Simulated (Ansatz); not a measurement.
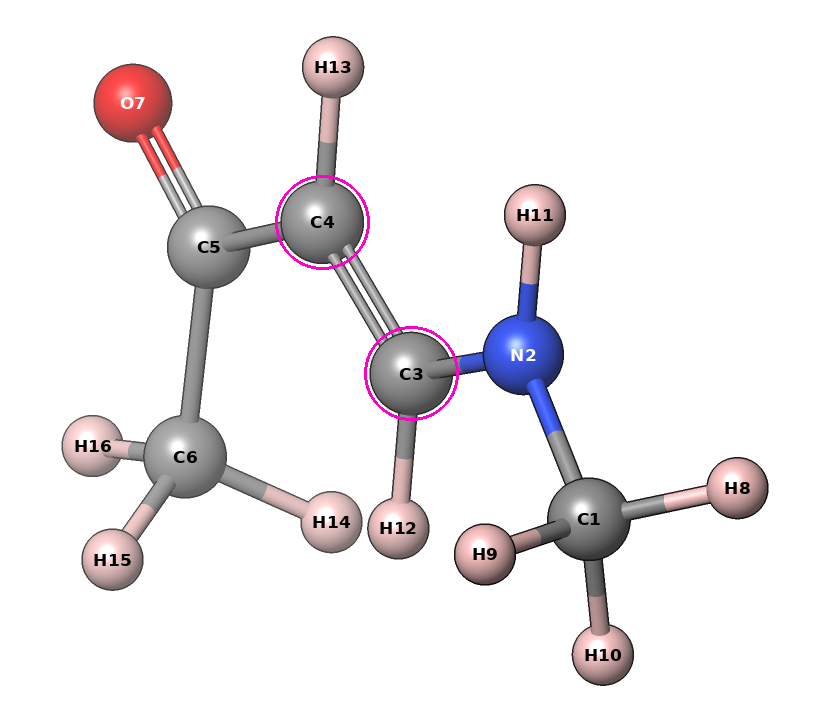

Distant atoms are faded towards the background colour. Circles mark the stereogenic atoms. Computed geometry: PBE-D4/def2-SVP optimisation. No frequency run is at hand to confirm it as a minimum.

Question: Assign CIP descriptors.

Answer: C3=C4: E.

Question: Give a SMILES with the stereochemistry.

Answer: CN/C=C/C(C)=O
